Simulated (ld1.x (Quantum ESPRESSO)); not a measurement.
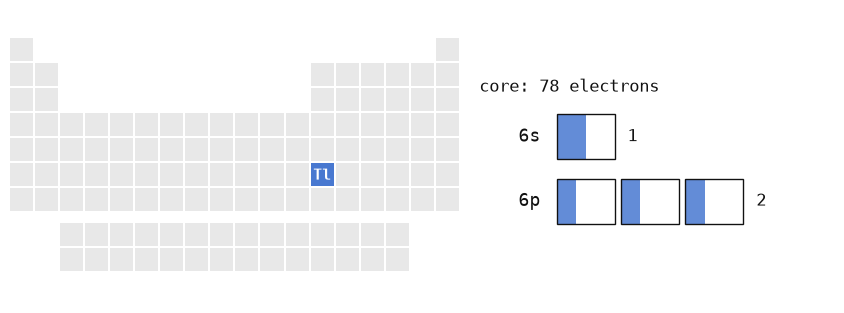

Fig. 1: Left, the place of thallium in the periodic table; right, the valence shells of the reference configuration: a box for each of the 2l + 1 orbitals, shaded by the share of the shell that is filled, with the electron count at the right. The shells are those of the unaltered input.

**Run report: Tl, pseudopotential generation**

- system: thallium (Tl, Z = 81), core [Xe] 4f14 5d10, reference valence 6s1 6p2, valence charge 3. (This line and the method describe the unaltered input from which the odd one was made.)
- method: TM potential, LDA (PZ), scalar-relativistic, made with ld1.x (Quantum ESPRESSO) 7.5

The input:
```
 &input
   title='Tl', zed=81., rel=1, dft='PZ', iswitch=3, dx=0.03,
   config='[Xe] 4f14 5d10 6s1 6p2 6d-2',
   nld=3, rlderiv=2.35, eminld=-3.0, emaxld=5.0, deld=0.02
 /
 &inputp
   pseudotype=2, tm=.true., lloc=1,
   nlcc=.true., new_core_ps=.true., rcore=1.15,
   file_pseudopw='Tl.UPF', file_wfcaegen='ae.wfc', file_wfcncgen='nc.wfc', file_beta='beta', file_chi='chi'
 /
3
6S  1  0   1.00   0.00  2.15  2.15  0.0
6D  3  2  -2.00  -0.05  1.85  1.85  0.0
6P  2  1   2.00   0.00  2.15  2.15  0.0
 &test
   configts(1)='6s1 6p2'
 /
```

Hardware: 1 CPU thread, shared host.

Launched with:
```bash
ld1.x < Tl.in > Tl.out
```

Output:
```
     Program LD1 v.7.5
     --------------------------- All-electron run ----------------------------

     Tl
     scalar relativistic calculation

     atomic number is 81.00
     dft =PZ   lsd =0 sic =0 latt =0  beta=0.20 tr2=1.0E-14
     Exchange-correlation= PZ
                           (   1   1   0   0   0   0   0)
     mesh = 535 r(mesh) = 102.05898 a.u. xmin = -7.00 dx = 0.03000
     1 Ry =  13.60569312 eV, c = 137.03599908

     n l     nl                  e(Ry)          e(Ha)          e(eV)
     1 0     1S 1( 2.00)     -6289.4923     -3144.7461    -85572.9015
     2 0     2S 1( 2.00)     -1120.0409      -560.0204    -15238.9327
     2 1     2P 1( 6.00)      -963.5782      -481.7891    -13110.1499
     3 0     3S 1( 2.00)      -267.4268      -133.7134     -3638.5268
     3 1     3P 1( 6.00)      -222.4093      -111.2046     -3026.0321
     4 0     4S 1( 2.00)       -59.7439       -29.8720      -812.8578
     4 1     4P 1( 6.00)       -44.9860       -22.4930      -612.0654
     3 2     3D 1(10.00)      -175.7340       -87.8670     -2390.9823
     5 0     5S 1( 2.00)        -9.7926        -4.8963      -133.2344
     5 1     5P 1( 6.00)        -5.7468        -2.8734       -78.1891
     4 2     4D 1(10.00)       -27.6970       -13.8485      -376.8374
     4 3     4F 1(14.00)        -8.5512        -4.2756      -116.3444
     5 2     5D 1(10.00)        -1.2818        -0.6409       -17.4398
     6 0     6S 1( 1.00)        -0.8150        -0.4075       -11.0883
     6 1     6P 1( 2.00)        -0.2484        -0.1242        -3.3799

     final scf error:  8.8E-15 reached in  26 iterations

     Etot =  -40469.412123 Ry,  -20234.706061 Ha, -550614.402208 eV

     Ekin =   45586.101688 Ry,   22793.050844 Ha,  620230.510247 eV
     Encl = -100949.565767 Ry,  -50474.782883 Ha,-1373488.812725 eV
     Eh   =   15628.644547 Ry,    7814.322274 Ha,  212638.541637 eV
     Exc  =    -734.592591 Ry,    -367.296296 Ha,   -9994.641368 eV

     normalization and overlap integrals

     s(1S/1S) =  1.000000  <r> =   0.0163  <r2> =    0.0004  r(max) =   0.0099
     s(2S/2S) =  1.000000  <r> =   0.0688  <r2> =    0.0056  r(max) =   0.0582
     s(2P/2P) =  1.000000  <r> =   0.0624  <r2> =    0.0048  r(max) =   0.0486
     s(3S/3S) =  1.000000  <r> =   0.1777  <r2> =    0.0361  r(max) =   0.1662
     s(3P/3P) =  1.000000  <r> =   0.1794  <r2> =    0.0373  r(max) =   0.1662
     s(4S/4S) =  1.000000  <r> =   0.3919  <r2> =    0.1733  r(max) =   0.3736
     s(4P/4P) =  1.000000  <r> =   0.4179  <r2> =    0.1984  r(max) =   0.3850
     s(3D/3D) =  1.000000  <r> =   0.1625  <r2> =    0.0309  r(max) =   0.1347
     s(5S/5S) =  1.000000  <r> =   0.8759  <r2> =    0.8602  r(max) =   0.8151
     s(5P/5P) =  1.000000  <r> =   1.0063  <r2> =    1.1442  r(max) =   0.8919
     s(4D/4D) =  1.000000  <r> =   0.4400  <r2> =    0.2236  r(max) =   0.3967
     s(4F/4F) =  1.000000  <r> =   0.4677  <r2> =    0.2629  r(max) =   0.3626
     s(5D/5D) =  1.000000  <r> =   1.3821  <r2> =    2.2434  r(max) =   1.1003
     s(6S/6S) =  1.000000  <r> =   2.4215  <r2> =    6.6760  r(max) =   2.0659
     s(6P/6P) =  1.000000  <r> =   3.5496  <r2> =   14.7124  r(max) =   2.7886

     ------------------------ End of All-electron run ------------------------

     --------------------- Generating NC pseudopotential ---------------------

      Generating local pot.: lloc=1, matching radius rcloc =   2.1500

      Computing core charge for nlcc:

       r > 1.17 : true rho core
      Core charge pseudized with two Bessel functions
      Integrated core pseudo-charge :  27.39

      Wfc   6S  rcut= 2.194  Using Troullier-Martins method

      Wfc   6D  rcut= 1.832  Using Troullier-Martins method

     ------------------- End of pseudopotential generation -------------------

     --------------------------- All-electron run ----------------------------

     Tl
     scalar relativistic calculation

     atomic number is 81.00
     dft =PZ   lsd =0 sic =0 latt =0  beta=0.20 tr2=1.0E-14
     Exchange-correlation= PZ
                           (   1   1   0   0   0   0   0)
     mesh = 535 r(mesh) = 102.05898 a.u. xmin = -7.00 dx = 0.03000
     1 Ry =  13.60569312 eV, c = 137.03599908

     n l     nl                  e(Ry)          e(Ha)          e(eV)
     1 0     1S 1( 2.00)     -6289.4923     -3144.7461    -85572.9015
     2 0     2S 1( 2.00)     -1120.0409      -560.0204    -15238.9327
     2 1     2P 1( 6.00)      -963.5782      -481.7891    -13110.1499
     3 0     3S 1( 2.00)      -267.4268      -133.7134     -3638.5268
     3 1     3P 1( 6.00)      -222.4093      -111.2046     -3026.0321
     4 0     4S 1( 2.00)       -59.7439       -29.8720      -812.8578
     4 1     4P 1( 6.00)       -44.9860       -22.4930      -612.0654
     3 2     3D 1(10.00)      -175.7340       -87.8670     -2390.9823
     5 0     5S 1( 2.00)        -9.7926        -4.8963      -133.2344
     5 1     5P 1( 6.00)        -5.7468        -2.8734       -78.1891
     4 2     4D 1(10.00)       -27.6970       -13.8485      -376.8374
     4 3     4F 1(14.00)        -8.5512        -4.2756      -116.3444
     5 2     5D 1(10.00)        -1.2818        -0.6409       -17.4398
     6 0     6S 1( 1.00)        -0.8150        -0.4075       -11.0883
     6 1     6P 1( 2.00)        -0.2484        -0.1242        -3.3799

     final scf error:  8.8E-15 reached in  26 iterations

     Etot =  -40469.412123 Ry,  -20234.706061 Ha, -550614.402208 eV

     Ekin =   45586.101688 Ry,   22793.050844 Ha,  620230.510247 eV
     Encl = -100949.565767 Ry,  -50474.782883 Ha,-1373488.812725 eV
     Eh   =   15628.644547 Ry,    7814.322274 Ha,  212638.541637 eV
     Exc  =    -734.592591 Ry,    -367.296296 Ha,   -9994.641368 eV

     normalization and overlap integrals

     s(1S/1S) =  1.000000  <r> =   0.0163  <r2> =    0.0004  r(max) =   0.0099
     s(2S/2S) =  1.000000  <r> =   0.0688  <r2> =    0.0056  r(max) =   0.0582
     s(2P/2P) =  1.000000  <r> =   0.0624  <r2> =    0.0048  r(max) =   0.0486
     s(3S/3S) =  1.000000  <r> =   0.1777  <r2> =    0.0361  r(max) =   0.1662
     s(3P/3P) =  1.000000  <r> =   0.1794  <r2> =    0.0373  r(max) =   0.1662
     s(4S/4S) =  1.000000  <r> =   0.3919  <r2> =    0.1733  r(max) =   0.3736
     s(4P/4P) =  1.000000  <r> =   0.4179  <r2> =    0.1984  r(max) =   0.3850
     s(3D/3D) =  1.000000  <r> =   0.1625  <r2> =    0.0309  r(max) =   0.1347
     s(5S/5S) =  1.000000  <r> =   0.8759  <r2> =    0.8602  r(max) =   0.8151
     s(5P/5P) =  1.000000  <r> =   1.0063  <r2> =    1.1442  r(max) =   0.8919
     s(4D/4D) =  1.000000  <r> =   0.4400  <r2> =    0.2236  r(max) =   0.3967
     s(4F/4F) =  1.000000  <r> =   0.4677  <r2> =    0.2629  r(max) =   0.3626
     s(5D/5D) =  1.000000  <r> =   1.3821  <r2> =    2.2434  r(max) =   1.1003
     s(6S/6S) =  1.000000  <r> =   2.4215  <r2> =    6.6760  r(max) =   2.0659
     s(6P/6P) =  1.000000  <r> =   3.5496  <r2> =   14.7124  r(max) =   2.7886

     ------------------------ End of All-electron run ------------------------

     Computing logarithmic derivative in   2.36473
     Computing logarithmic derivative in   2.36473
     Computing the partial wave expansion
     R is outside the sphere for l=    0 j= 0.00
       no projector for channel:   1
     R is outside the sphere for l=    2 j= 0.00

     ---------------------- Testing the pseudopotential ----------------------

     Tl
     scalar relativistic calculation

     atomic number is 81.00   valence charge is  3.00
     dft =PZ   lsd =0 sic =0 latt =0  beta=0.20 tr2=1.0E-14
     mesh = 535 r(mesh) = 102.05898 xmin = -7.00 dx = 0.03000

     n l     nl             e AE (Ry)        e PS (Ry)    De AE-PS (Ry)
     1 0     6S   1( 1.00)       -0.81497       -0.81498        0.00001
     2 1     6P   1( 2.00)       -0.24841       -0.24841       -0.00000

     eps = 3.3E-15  iter =  8

     Etot =  -40469.412123 Ry,  -20234.706061 Ha, -550614.402208 eV
     Etotps =   -59.697814 Ry,     -29.848907 Ha,    -812.230133 eV

     Ekin =       1.433613 Ry,       0.716806 Ha,      19.505292 eV
     Encl =      -5.597219 Ry,      -2.798609 Ha,     -76.154043 eV
     Ehrt =       2.575898 Ry,       1.287949 Ha,      35.046881 eV
     Ecxc =     -57.791968 Ry,     -28.895984 Ha,    -786.299777 eV
     (Ecc =     -55.977159 Ry,     -27.988579 Ha,    -761.608047 eV)
     Epseu=      -0.318138 Ry,      -0.159069 Ha,      -4.328486 eV

     ---------------------- End of pseudopotential test ----------------------
```

Outcome:

| quantity | value |
| --- | --- |
| outcome | generated |
| wall time | 1.1 s |

What is odd here:

The input is odd on purpose: mesh step dx=0.03. The program ran to the end. The all-electron total energy moves by −0.0057 Ry against the unaltered input (−40469.4065 Ry), a numerical error of the setting. The pseudo-atom meets the occupied all-electron levels that the test lists within 0.00001 Ry. No test for ghost states or cutoffs was run on this potential, so its soundness isn't shown.
